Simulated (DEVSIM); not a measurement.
System: Ti/SiON/p-Si capacitor, at 250 K.

```
layer (left to right)  material  thickness (nm)  Na (cm⁻³)
---------------------  --------  --------------  ---------
1                          SiON            4.80          -
2                            Si             350     2.7e18
```

Metal gate on the left, work function 4.33 eV. Fixed charge at the semiconductor interface -3.6e10 cm⁻² (in units of +e); no interface traps.

This is a model device: material constants are rounded textbook-type values typed into the input, and sizes, dopings and lifetimes were drawn at random. Values at 300 K; Nc and Nv go as T^1.5, mobilities as T to minus their exponent, the gap by Varshni's rule with the affinity fixed.

```csv
parameter,SiON,Si
gap (eV),7,1.124
affinity (eV),1.4,4.05
permittivity,5.5,11.7
Nc (cm⁻³),-,2.86e19
Nv (cm⁻³),-,3.1e19
Varshni α (eV/K),-,0.000473
Varshni β (K),-,636
```

Model (solved in DEVSIM): 1D Poisson equation in equilibrium, Boltzmann statistics, complete ionisation; no quantum confinement or tunnelling. Metal contacts follow the ideal Schottky-Mott rule: no Fermi-level pinning, no interface dipoles.

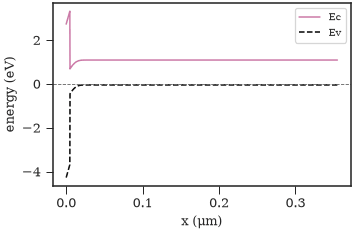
Fig. 1. Band edges at 0.2 V on the gate

Energies count from the Fermi level of the right contact; mesh points crowd at the junctions.

| x (μm) | Ec (eV) | Ev (eV) | n (cm⁻³) | p (cm⁻³) | field (V/cm) |
|---|---|---|---|---|---|
| 0.000 | 2.730 | -4.270 | < 1e2 | < 1e2 | 1200000 |
| 0.0007824 | 2.827 | -4.173 | < 1e2 | < 1e2 | 1200000 |
| 0.001758 | 2.947 | -4.053 | < 1e2 | < 1e2 | 1200000 |
| 0.003003 | 3.101 | -3.899 | < 1e2 | < 1e2 | 1200000 |
| 0.004294 | 3.260 | -3.740 | < 1e2 | < 1e2 | 1200000 |
| 0.005014 | 0.685 | -0.452 | 340000 | 1.9e10 | 570000 |
| 0.006001 | 0.738 | -0.398 | 28000 | 2.3e11 | 520000 |
| 0.008601 | 0.861 | -0.275 | < 1e2 | 6.6e13 | 420000 |
| 0.01244 | 0.990 | -0.146 | < 1e2 | 2.6e16 | 260000 |
| 0.01925 | 1.080 | -0.056 | < 1e2 | 1.7e18 | 40000 |
| 0.03039 | 1.089 | -0.047 | < 1e2 | 2.7e18 | 350 |
| 0.05976 | 1.089 | -0.047 | < 1e2 | 2.7e18 | ≈ 0 |
| 0.1031 | 1.089 | -0.047 | < 1e2 | 2.7e18 | ≈ 0 |
| 0.1798 | 1.089 | -0.047 | < 1e2 | 2.7e18 | ≈ 0 |
| 0.2720 | 1.089 | -0.047 | < 1e2 | 2.7e18 | ≈ 0 |
| 0.3070 | 1.089 | -0.047 | < 1e2 | 2.7e18 | ≈ 0 |
| 0.3283 | 1.089 | -0.047 | < 1e2 | 2.7e18 | ≈ 0 |
| 0.3398 | 1.089 | -0.047 | < 1e2 | 2.7e18 | ≈ 0 |
| 0.3485 | 1.089 | -0.047 | < 1e2 | 2.7e18 | ≈ 0 |
| 0.3516 | 1.089 | -0.047 | < 1e2 | 2.7e18 | ≈ 0 |
| 0.3535 | 1.089 | -0.047 | < 1e2 | 2.7e18 | ≈ 0 |
| 0.3548 | 1.089 | -0.047 | < 1e2 | 2.7e18 | ≈ 0 |
